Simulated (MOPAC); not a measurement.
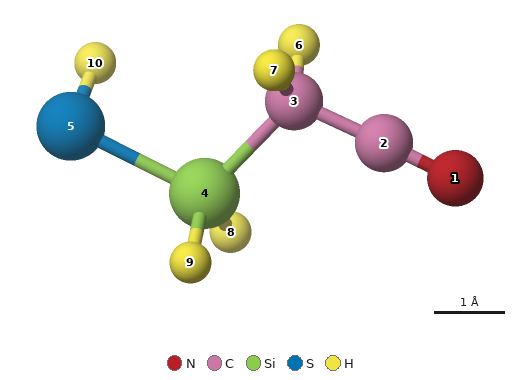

The starting structure (ball-and-stick view, seen at a tilt; atoms are numbered from 1 in the order of the input). Bond lengths as drawn: C–C 1.43 Å, C–H 1.09 Å, C–N 1.14 Å, C–Si 1.92 Å, H–S 1.33 Å, H–Si 1.45 to 1.46 Å and S–Si 2.15 Å.

Run report: C₂H₅NSSi, geometry relaxation

The run: geometry relaxation of C₂H₅NSSi, SMILES N#CC[SiH2]S. Method and program: MNDOD, closed shell, COSMO solvent hexane (MOPAC 23.2.5).

The geometry comes from this level: GFN2-xTB.

### The input (calc.mop)
```
MNDOD CYCLES=200 SINGLET BFGS EPS=1.88 AUX(PRECISION=6) T=10M THREADS=1
C2H5NSSi optimise

N      0.060360    -2.581820     1.626500
C      0.344870    -1.579850     1.153890
C      0.670830    -0.323780     0.555970
Si    -0.848660     0.364420    -0.390100
S     -0.298530     2.255930    -1.254610
H      1.521270    -0.468170    -0.114660
H      0.977660     0.368690     1.343790
H     -1.220230    -0.551490    -1.461970
H     -1.928280     0.696230     0.523060
H      0.720690     1.819840    -1.981880
```

Hardware: 1 thread of Arm Neoverse N1, 98 GiB of memory available, shared host.

Run as:
```bash
mopac calc.mop
```

### Output
```
MOPAC v23.2.5
MNDOD CALCULATION RESULTS

 *  MNDOD      - The MNDOD Hamiltonian to be used
 *  SINGLET    - SPIN STATE DEFINED AS A SINGLET
 *  EPS=1.88   - USE COSMO IMPLICIT SOLVATION MODEL
 *  BFGS       - USE THE BFGS GEOMETRY OPTIMIZER
 *  THREADS=1  - MULTI-THREADING NOT USED
 *  CYCLES=    - DO A MAXIMUM OF 200 STEPS
 *  AUX        - OUTPUT AUXILIARY INFORMATION
MNDOD CYCLES=200 SINGLET BFGS EPS=1.88 AUX(PRECISION=6) T=10M THREADS=1
 C2H5NSSi optimise

   ATOM   CHEMICAL          X               Y               Z
  NUMBER   SYMBOL      (ANGSTROMS)     (ANGSTROMS)     (ANGSTROMS)

     1       N          0.06036000  *  -2.58182000  *   1.62650000  *
     2       C          0.34487000  *  -1.57985000  *   1.15389000  *
     3       C          0.67083000  *  -0.32378000  *   0.55597000  *
     4      Si         -0.84866000  *   0.36442000  *  -0.39010000  *
     5       S         -0.29853000  *   2.25593000  *  -1.25461000  *
     6       H          1.52127000  *  -0.46817000  *  -0.11466000  *
     7       H          0.97766000  *   0.36869000  *   1.34379000  *
     8       H         -1.22023000  *  -0.55149000  *  -1.46197000  *
     9       H         -1.92828000  *   0.69623000  *   0.52306000  *
    10       H          0.72069000  *   1.81984000  *  -1.98188000  *

          CARTESIAN COORDINATES

    NO.       ATOM           X           Y           Z

     1         N          0.0604     -2.5818      1.6265
     2         C          0.3449     -1.5798      1.1539
     3         C          0.6708     -0.3238      0.5560
     4        Si         -0.8487      0.3644     -0.3901
     5         S         -0.2985      2.2559     -1.2546
     6         H          1.5213     -0.4682     -0.1147
     7         H          0.9777      0.3687      1.3438
     8         H         -1.2202     -0.5515     -1.4620
     9         H         -1.9283      0.6962      0.5231
    10         H          0.7207      1.8198     -1.9819

           Empirical Formula: C2 H5 N Si S  =    10 atoms

      MOLECULAR POINT GROUP   :   C1

 SINGLET STATE CALCULATION

      RHF CALCULATION, NO. OF DOUBLY OCCUPIED LEVELS = 14

          Geometry optimization using BFGS
 CYCLE:     1 TIME:   0.023 TIME LEFT: 10.00M  GRAD.:    39.437 HEAT:-0.1689543
 CYCLE:     2 TIME:   0.008 TIME LEFT: 10.00M  GRAD.:    27.925 HEAT:-0.6928168
 CYCLE:     3 TIME:   0.016 TIME LEFT: 10.00M  GRAD.:    22.170 HEAT:-0.9994534
 CYCLE:     4 TIME:   0.008 TIME LEFT: 10.00M  GRAD.:    12.846 HEAT: -1.257103
 CYCLE:     5 TIME:   0.016 TIME LEFT: 10.00M  GRAD.:     8.937 HEAT: -1.388927
 CYCLE:     6 TIME:   0.008 TIME LEFT: 10.00M  GRAD.:     9.234 HEAT: -1.531590
 CYCLE:     7 TIME:   0.016 TIME LEFT: 10.00M  GRAD.:     9.528 HEAT: -1.676066
 CYCLE:     8 TIME:   0.008 TIME LEFT: 10.00M  GRAD.:     8.447 HEAT: -1.789222
 CYCLE:     9 TIME:   0.016 TIME LEFT: 10.00M  GRAD.:     6.721 HEAT: -1.889974
 CYCLE:    10 TIME:   0.008 TIME LEFT: 10.00M  GRAD.:     5.812 HEAT: -1.957997
 TEST ON GRADIENT SATISFIED
                    HOWEVER, A COMPONENT OF GRADIENT IS LARGER THAN  1.00

 CYCLE:    11 TIME:   0.016 TIME LEFT: 10.00M  GRAD.:     5.352 HEAT: -2.013404
 CYCLE:    12 TIME:   0.016 TIME LEFT: 10.00M  GRAD.:     5.767 HEAT: -2.043994
 TEST ON GRADIENT SATISFIED
PETERS TEST SATISFIED

 -------------------------------------------------------------------------------
 MNDOD CYCLES=200 SINGLET BFGS EPS=1.88 AUX(PRECISION=6) T=10M THREADS=1
 C2H5NSSi optimise

     PETERS TEST WAS SATISFIED IN BFGS OPTIMIZATION
     SCF FIELD WAS ACHIEVED

                              MNDOD CALCULATION

          FINAL HEAT OF FORMATION =         -2.05705 KCAL/MOL =      -8.60668 KJ/MOL
          VAN DER WAALS AREA      =        143.05 SQUARE ANGSTROMS

          DIELECTRIC ENERGY       =         -0.12983 EV
          COSMO AREA              =        143.05 SQUARE ANGSTROMS
          COSMO VOLUME            =        135.04 CUBIC ANGSTROMS

          GRADIENT NORM           =          2.35202          =       0.74377 PER ATOM
          IONIZATION POTENTIAL    =         10.540202 EV
          HOMO LUMO ENERGIES (EV) =        -10.540  0.792
          NO. OF FILLED LEVELS    =         14
          MOLECULAR WEIGHT        =        103.2137         POINT GROUP:  C1

          MOLECULAR DIMENSIONS (Angstroms)

            Atom       Atom       Distance
            H    10    N     1     6.02281
            H     6    H     9     3.65179
            H     7    H     8     3.31998

          SCF CALCULATIONS        =         18

          WALL-CLOCK TIME         =      0.203 SECONDS
          COMPUTATION TIME        =      0.199 SECONDS

       FINAL  POINT  AND  DERIVATIVES

   PARAMETER     ATOM    TYPE            VALUE        GRADIENT
      1          1  N    CARTESIAN X     0.067963      0.037496  KCAL/ANGSTROM
      2          1  N    CARTESIAN Y    -2.607969      0.702399  KCAL/ANGSTROM
      3          1  N    CARTESIAN Z     1.653143     -0.733300  KCAL/ANGSTROM
      4          2  C    CARTESIAN X     0.316431      0.703996  KCAL/ANGSTROM
      5          2  C    CARTESIAN Y    -1.583190      0.305159  KCAL/ANGSTROM
      6          2  C    CARTESIAN Z     1.161004      0.057205  KCAL/ANGSTROM
      7          3  C    CARTESIAN X     0.659126     -0.389607  KCAL/ANGSTROM
      8          3  C    CARTESIAN Y    -0.305164      0.095643  KCAL/ANGSTROM
      9          3  C    CARTESIAN Z     0.552604      0.005021  KCAL/ANGSTROM
     10          4 Si    CARTESIAN X    -0.808354      0.284082  KCAL/ANGSTROM
     11          4 Si    CARTESIAN Y     0.425328      0.346807  KCAL/ANGSTROM
     12          4 Si    CARTESIAN Z    -0.411308     -0.195707  KCAL/ANGSTROM
     13          5  S    CARTESIAN X    -0.321988      0.372483  KCAL/ANGSTROM
     14          5  S    CARTESIAN Y     2.243854     -0.299193  KCAL/ANGSTROM
     15          5  S    CARTESIAN Z    -1.307997      0.371727  KCAL/ANGSTROM
     16          6  H    CARTESIAN X     1.532460     -0.610948  KCAL/ANGSTROM
     17          6  H    CARTESIAN Y    -0.453640     -0.209845  KCAL/ANGSTROM
     18          6  H    CARTESIAN Z    -0.136666     -0.116184  KCAL/ANGSTROM
     19          7  H    CARTESIAN X     0.990425     -0.283599  KCAL/ANGSTROM
     20          7  H    CARTESIAN Y     0.409096     -0.080752  KCAL/ANGSTROM
     21          7  H    CARTESIAN Z     1.352073     -0.140226  KCAL/ANGSTROM
     22          8  H    CARTESIAN X    -1.230809     -0.548896  KCAL/ANGSTROM
     23          8  H    CARTESIAN Y    -0.547284     -0.755224  KCAL/ANGSTROM
     24          8  H    CARTESIAN Z    -1.354274      0.909875  KCAL/ANGSTROM
     25          9  H    CARTESIAN X    -1.876938      0.230516  KCAL/ANGSTROM
     26          9  H    CARTESIAN Y     0.713353     -0.153513  KCAL/ANGSTROM
     27          9  H    CARTESIAN Z     0.471530     -0.699872  KCAL/ANGSTROM
     28         10  H    CARTESIAN X     0.743293      0.204479  KCAL/ANGSTROM
     29         10  H    CARTESIAN Y     2.054119      0.048521  KCAL/ANGSTROM
     30         10  H    CARTESIAN Z    -2.099598      0.541462  KCAL/ANGSTROM

   ATOM   CHEMICAL          X               Y               Z
  NUMBER   SYMBOL      (ANGSTROMS)     (ANGSTROMS)     (ANGSTROMS)

     1       N          0.06796273  *  -2.60796891  *   1.65314261  *
     2       C          0.31643123  *  -1.58318997  *   1.16100428  *
     3       C          0.65912585  *  -0.30516383  *   0.55260421  *
     4      Si         -0.80835370  *   0.42532799  *  -0.41130787  *
     5       S         -0.32198819  *   2.24385374  *  -1.30799657  *
     6       H          1.53246020  *  -0.45363993  *  -0.13666561  *
     7       H          0.99042532  *   0.40909650  *   1.35207288  *
     8       H         -1.23080856  *  -0.54728409  *  -1.35427367  *
     9       H         -1.87693777  *   0.71335313  *   0.47153040  *
    10       H          0.74329276  *   2.05411922  *  -2.09959807  *

                             CARTESIAN COORDINATES

   1    N        0.067962730    -2.607968908     1.653142608
   2    C        0.316431230    -1.583189969     1.161004276
   3    C        0.659125847    -0.305163834     0.552604206
   4   Si       -0.808353698     0.425327986    -0.411307869
   5    S       -0.321988195     2.243853737    -1.307996572
   6    H        1.532460202    -0.453639927    -0.136665612
   7    H        0.990425320     0.409096495     1.352072882
   8    H       -1.230808562    -0.547284085    -1.354273673
   9    H       -1.876937768     0.713353127     0.471530404
  10    H        0.743292760     2.054119215    -2.099598069

           Empirical Formula: C2 H5 N Si S  =    10 atoms

      MOLECULAR POINT GROUP   :   C1

                  EIGENVALUES
 -39.10600 -32.26110 -21.81405 -18.98117 -18.27141 -15.92841 -15.23641 -14.45890
 -14.24592 -13.87113 -12.91115 -12.40311 -11.18754 -10.54020   0.79236   1.32006
   1.39797   1.71751   2.04855   2.39472   2.61523   3.32008   3.45147   4.26969
   7.10768  11.93186  12.14491  12.71548  12.93628  13.45647  19.27860  19.42471
  19.45253  19.56858  19.83880

              NET ATOMIC CHARGES AND DIPOLE CONTRIBUTIONS

  ATOM NO.   TYPE          CHARGE      No. of ELECS.   s-Pop       p-Pop       d-Pop
    1          N          -0.103113        5.1031     1.82022     3.28289
    2          C          -0.064197        4.0642     1.26201     2.80219
    3          C          -0.174008        4.1740     1.22368     2.95033
    4         Si           0.803393        3.1966     1.02928     1.85127     0.31606
    5          S          -0.202976        6.2030     1.70590     4.46267     0.03440
    6          H           0.068619        0.9314     0.93138
    7          H           0.073264        0.9267     0.92674
    8          H          -0.247173        1.2472     1.24717
    9          H          -0.237123        1.2371     1.23712
   10          H           0.083314        0.9167     0.91669
 DIPOLE           X         Y         Z       TOTAL
 POINT-CHG.     1.262     2.142    -1.289     2.801
 HYBRID         0.995    -0.222    -0.327     1.071
 SUM            2.258     1.920    -1.616     3.376

          ATOMIC ORBITAL ELECTRON POPULATIONS

     Atom    s        px        py        pz      x^2-y^2     xz        z^2       yz        xy
    1  N   1.82022   1.08845   1.11056   1.08388
    2  C   1.26201   0.93442   0.93439   0.93337
    3  C   1.22368   1.07258   0.88391   0.99384
    4 Si   1.02928   0.61816   0.60754   0.62556   0.06707   0.06762   0.03723   0.08152   0.06261
    5  S   1.70590   1.42307   1.48408   1.55552   0.00989   0.00826   0.00237   0.00811   0.00578
    6  H   0.93138
    7  H   0.92674
    8  H   1.24717
    9  H   1.23712
   10  H   0.91669

 *                    *
 * JOB ENDED NORMALLY *
 *                    *

 TOTAL JOB TIME:             0.20 SECONDS

 == MOPAC DONE ==
```

### Trajectory as extended XYZ (Å, eV, eV/Å), 12 frames, from step=0 to step=11
```
10
Properties=species:S:1:pos:R:3:forces:R:3 step=0 energy=-0.00733
N     0.0549   -2.5891    1.6338   -0.0053  -0.6762   0.3773
C     0.3457   -1.5768    1.1505   -0.2583   0.6399  -0.4844
C     0.6589   -0.2909    0.5272   -0.0196  -0.6280   0.5959
Si   -0.8524    0.4014   -0.4046    0.1507  -0.3948   0.0346
S    -0.3099    2.2121   -1.2424   -0.0528   0.3883  -0.1798
H     1.5391   -0.4545   -0.1402    0.0808   0.1800  -0.2374
H     0.9895    0.3894    1.3565   -0.0204   0.2461  -0.1569
H    -1.2123   -0.5309   -1.4352   -0.0278   0.1532   0.3482
H    -1.9120    0.6537    0.4977   -0.0611  -0.1149  -0.0422
H     0.7313    1.8392   -1.9954    0.2137   0.2065  -0.2555
10
Properties=species:S:1:pos:R:3:forces:R:3 step=1 energy=-0.03004
N     0.0558   -2.5899    1.6349   -0.0306  -0.6848   0.3455
C     0.3421   -1.5768    1.1497   -0.2613   0.1403  -0.1222
C     0.6583   -0.3009    0.5451    0.3426  -0.0229  -0.3841
Si   -0.8480    0.3963   -0.4046    0.2624  -0.0809   0.2374
S    -0.3110    2.2180   -1.2446    0.0531   0.1372  -0.1777
H     1.5421   -0.4494   -0.1497   -0.3222   0.1734   0.1808
H     0.9893    0.3964    1.3549    0.0164   0.2073  -0.0200
H    -1.2145   -0.5227   -1.4214   -0.0514  -0.0577   0.0962
H    -1.9124    0.6378    0.4926   -0.0762  -0.0617  -0.0083
H     0.7349    1.8461   -2.0018    0.0673   0.2497  -0.1476
10
Properties=species:S:1:pos:R:3:forces:R:3 step=2 energy=-0.04334
N     0.0562   -2.5924    1.6376    0.0317  -0.3382   0.1954
C     0.3375   -1.5766    1.1486   -0.2439  -0.2895   0.0574
C     0.6622   -0.3077    0.5385    0.2285   0.4408   0.2020
Si   -0.8381    0.3906   -0.3959    0.0789   0.2992  -0.0342
S    -0.3107    2.2271   -1.2495    0.0740  -0.1942  -0.0866
H     1.5373   -0.4409   -0.1500    0.0091   0.0416  -0.0367
H     0.9898    0.4062    1.3535   -0.0765  -0.1005  -0.2746
H    -1.2201   -0.5201   -1.4086   -0.0281  -0.1140   0.0000
H    -1.9152    0.6207    0.4887   -0.0322  -0.0138   0.0417
H     0.7386    1.8582   -2.0101   -0.0413   0.2685  -0.0645
10
Properties=species:S:1:pos:R:3:forces:R:3 step=3 energy=-0.05451
N     0.0568   -2.5950    1.6406    0.0644  -0.0862   0.0423
C     0.3321   -1.5771    1.1480   -0.1468  -0.2978   0.1515
C     0.6673   -0.3013    0.5454   -0.0119   0.0342  -0.0652
Si   -0.8292    0.3956   -0.3913   -0.1388   0.1548  -0.1151
S    -0.3094    2.2265   -1.2546    0.0184  -0.1111  -0.0491
H     1.5347   -0.4334   -0.1525    0.0603   0.0050   0.0007
H     0.9874    0.4113    1.3476    0.0725   0.0833   0.0483
H    -1.2261   -0.5227   -1.3983    0.0504  -0.0565   0.0349
H    -1.9183    0.6062    0.4876    0.0343   0.0522   0.0358
H     0.7408    1.8746   -2.0181   -0.0029   0.2220  -0.0839
10
Properties=species:S:1:pos:R:3:forces:R:3 step=4 energy=-0.06023
N     0.0579   -2.5968    1.6426    0.0399  -0.0635   0.0241
C     0.3275   -1.5782    1.1485   -0.0269  -0.1365   0.1007
C     0.6696   -0.3002    0.5462   -0.1367   0.0275  -0.0298
Si   -0.8280    0.4022   -0.3931   -0.1092  -0.0567   0.0229
S    -0.3085    2.2231   -1.2588   -0.0213   0.0667  -0.0639
H     1.5347   -0.4284   -0.1546    0.0641  -0.0353   0.0230
H     0.9897    0.4179    1.3458    0.0542  -0.0034   0.0243
H    -1.2248   -0.5257   -1.3892    0.0402  -0.0643  -0.0138
H    -1.9186    0.6025    0.4885    0.0597   0.0931   0.0157
H     0.7426    1.8917   -2.0261    0.0362   0.1724  -0.1031
10
Properties=species:S:1:pos:R:3:forces:R:3 step=5 energy=-0.06642
N     0.0593   -2.5991    1.6451    0.0181  -0.0575   0.0122
C     0.3224   -1.5797    1.1495    0.1062   0.1346   0.0069
C     0.6702   -0.2962    0.5471   -0.1878  -0.1590   0.0052
Si   -0.8293    0.4058   -0.3923    0.0073  -0.0828  -0.0121
S    -0.3081    2.2245   -1.2651   -0.0508   0.0641  -0.0512
H     1.5362   -0.4244   -0.1556   -0.0032  -0.0536   0.0733
H     0.9938    0.4238    1.3435    0.0363  -0.0474   0.0365
H    -1.2204   -0.5337   -1.3807    0.0213  -0.0327  -0.0123
H    -1.9165    0.6106    0.4904    0.0381   0.1034   0.0163
H     0.7456    1.9167   -2.0385    0.0145   0.1308  -0.0748
10
Properties=species:S:1:pos:R:3:forces:R:3 step=6 energy=-0.07268
N     0.0612   -2.6020    1.6481    0.0229   0.0425  -0.0413
C     0.3179   -1.5810    1.1508    0.1484   0.1359   0.0342
C     0.6683   -0.2964    0.5485   -0.1598  -0.1007   0.0380
Si   -0.8298    0.4098   -0.3940    0.0740  -0.1151   0.0183
S    -0.3085    2.2256   -1.2735   -0.0618   0.0728  -0.0553
H     1.5372   -0.4223   -0.1525   -0.0479  -0.0838   0.0765
H     0.9998    0.4280    1.3414   -0.0276  -0.1314   0.0062
H    -1.2136   -0.5461   -1.3727   -0.0115   0.0301   0.0175
H    -1.9127    0.6346    0.4948    0.0775   0.0664  -0.0542
H     0.7485    1.9509   -2.0546   -0.0142   0.0833  -0.0399
10
Properties=species:S:1:pos:R:3:forces:R:3 step=7 energy=-0.07759
N     0.0631   -2.6040    1.6500    0.0195   0.0543  -0.0487
C     0.3157   -1.5819    1.1526    0.1376   0.1166   0.0556
C     0.6647   -0.2975    0.5503   -0.0885  -0.0817   0.0298
Si   -0.8291    0.4105   -0.3956    0.1389  -0.0087  -0.0072
S    -0.3101    2.2278   -1.2812   -0.0613   0.0211  -0.0455
H     1.5370   -0.4244   -0.1468   -0.0611  -0.0921   0.0445
H     1.0031    0.4267    1.3399   -0.0593  -0.1207   0.0359
H    -1.2088   -0.5544   -1.3659   -0.0476   0.0425   0.0158
H    -1.9055    0.6622    0.4943    0.0640   0.0186  -0.0706
H     0.7498    1.9814   -2.0683   -0.0423   0.0501  -0.0095
10
Properties=species:S:1:pos:R:3:forces:R:3 step=8 energy=-0.08196
N     0.0651   -2.6055    1.6512    0.0108   0.0297  -0.0305
C     0.3152   -1.5825    1.1548    0.0721   0.0053   0.0963
C     0.6599   -0.3010    0.5523    0.0424   0.0227   0.0018
Si   -0.8245    0.4125   -0.3981    0.1102   0.0450  -0.0532
S    -0.3130    2.2299   -1.2894   -0.0354   0.0094  -0.0523
H     1.5355   -0.4304   -0.1398   -0.0481  -0.0874  -0.0024
H     1.0037    0.4219    1.3401   -0.0761  -0.0861   0.0638
H    -1.2092   -0.5601   -1.3599   -0.0544   0.0663   0.0233
H    -1.8958    0.6908    0.4893    0.0394  -0.0250  -0.0595
H     0.7497    2.0113   -2.0809   -0.0609   0.0201   0.0125
10
Properties=species:S:1:pos:R:3:forces:R:3 step=9 energy=-0.08491
N     0.0663   -2.6060    1.6515    0.0022  -0.0318   0.0101
C     0.3162   -1.5827    1.1569    0.0097  -0.0308   0.0830
C     0.6572   -0.3032    0.5530    0.0979   0.0302  -0.0125
Si   -0.8189    0.4140   -0.4023    0.0480   0.1094  -0.0378
S    -0.3158    2.2329   -1.2951   -0.0290   0.0036  -0.0417
H     1.5335   -0.4379   -0.1356   -0.0035  -0.0636  -0.0413
H     1.0006    0.4160    1.3423   -0.0549  -0.0189   0.0896
H    -1.2143   -0.5586   -1.3559   -0.0477   0.0332  -0.0173
H    -1.8880    0.7057    0.4824    0.0193  -0.0387  -0.0317
H     0.7480    2.0281   -2.0874   -0.0420   0.0074  -0.0003
10
Properties=species:S:1:pos:R:3:forces:R:3 step=10 energy=-0.08731
N     0.0672   -2.6067    1.6519   -0.0013  -0.0656   0.0379
C     0.3172   -1.5828    1.1589   -0.0423  -0.0653   0.0614
C     0.6564   -0.3052    0.5532    0.1123   0.0575  -0.0250
Si   -0.8130    0.4188   -0.4062   -0.0027   0.0394  -0.0583
S    -0.3189    2.2370   -1.3007   -0.0103   0.0192  -0.0424
H     1.5320   -0.4461   -0.1343    0.0253  -0.0311  -0.0431
H     0.9958    0.4111    1.3462   -0.0231   0.0148   0.0744
H    -1.2232   -0.5552   -1.3537   -0.0069   0.0440  -0.0207
H    -1.8810    0.7123    0.4745   -0.0224  -0.0166   0.0258
H     0.7459    2.0413   -2.0928   -0.0287   0.0038  -0.0099
10
Properties=species:S:1:pos:R:3:forces:R:3 step=11 energy=-0.08864
N     0.0683   -2.6080    1.6530   -0.0062  -0.0678   0.0531
C     0.3169   -1.5833    1.1617   -0.0388   0.0466  -0.0433
C     0.6587   -0.3045    0.5521    0.0114  -0.0821   0.0179
Si   -0.8054    0.4250   -0.4151   -0.0829   0.0594   0.1131
S    -0.3228    2.2452   -1.3093   -0.0131   0.0081  -0.0192
H     1.5314   -0.4565   -0.1362    0.0556   0.0218  -0.0060
H     0.9886    0.4072    1.3532    0.0265   0.0374   0.0135
H    -1.2339   -0.5455   -1.3515    0.0172  -0.0212  -0.0999
H    -1.8757    0.7160    0.4695    0.0303  -0.0035   0.0023
H     0.7427    2.0577   -2.1006   -0.0001   0.0012  -0.0313
```

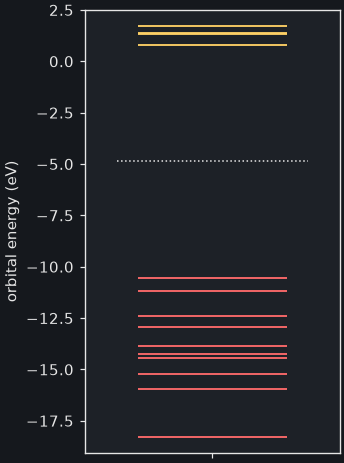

Orbital energies near the frontier; the dotted line parts filled from empty levels, and levels within 0.02 eV of each other stand side by side. Highest filled −10.54 eV, lowest empty 0.79 eV, 11.33 eV apart.

### Results in brief

```json
{"quantity": "outcome", "value": "converged"}
{"quantity": "heat of formation", "value": "−2.06 kcal/mol"}
{"quantity": "basis functions", "value": "35"}
{"quantity": "largest force", "value": "0.057 eV/Å"}
{"quantity": "HOMO", "value": "−10.54 eV"}
{"quantity": "LUMO", "value": "0.79 eV"}
{"quantity": "dipole moment", "value": "3.38 D"}
{"quantity": "peak memory", "value": "0.11 GiB"}
```

### Remarks

MOPAC's energies along a path are heats of formation.
